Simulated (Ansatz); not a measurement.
Consider CH2ISi (SMILES [CH-]=[SiH]I) (charge −1).

Input file:

```
crystal:
  periodic: [false, false, false]
  atoms:
    - { symbol: C, position_ang: [-1.31876, -0.26064, -0.4445] }
    - { symbol: Si, position_ang: [0.248, 0.27462, 0.01133] }
    - { symbol: I, position_ang: [0.55458, 2.8487, -0.68706] }
    - { symbol: H, position_ang: [-1.91454, 0.53839, -0.93692] }
    - { symbol: H, position_ang: [1.62234, 0.22685, 0.57556] }
total_charge: -1
basis:
  gaussian: { orbitals: def2-SVP }
hamiltonian:
  xc: revpbe
  dispersion: d4
relax:
  f_tol: 0.015
  max_steps: 40
output:
  orbitals: {}
```

Command:

```sh
ansatz run input.yaml --threads 1 --pin off --max-ram 2048MiB --backend cpu --events-out ev --progress --plain --runs-dir out
```

The fields are those of the relaxed geometry.

Core potentials replace the inner electrons of I; the highest occupied orbital lies above zero, a sign that basis and functional describe the outermost electron poorly.

These are results of RKS revPBE-D4/def2-SVP in Ansatz 0.2.0, not measurements.

> What can the converged electron density and electron localisation function tell about the bonding?

C–Si (1.70 Å): the density is about 1 e/Å³ at the midpoint; the ELF peaks at about 0.85 between the atoms: localised, covalent bonding.
Si–I (2.75 Å): ρ is about 0.36 e/Å³ halfway, with its minimum of 0.32 e/Å³ about 1.2 Å from Si; the ELF peaks at about 0.70 between the atoms.
C–H (1.11 Å): the density is about 1.8 e/Å³ at the midpoint; the ELF climbs to about 1 towards the hydrogen, as it does in any bond to H (a covalent bond by its length).
Si–H (1.51 Å): the density is about 0.71 e/Å³ at the midpoint; the ELF climbs to about 1 towards the hydrogen.

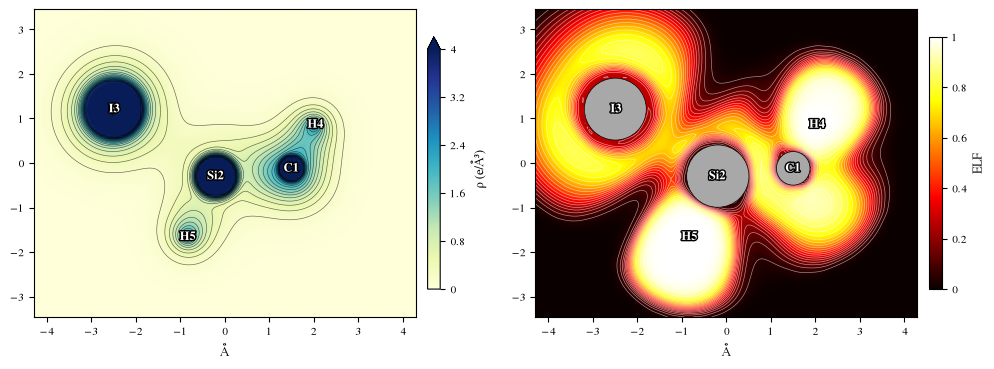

Computed electron density and electron localisation function on the molecular plane, in this order. Grey discs cover the atomic cores in the ELF map. 
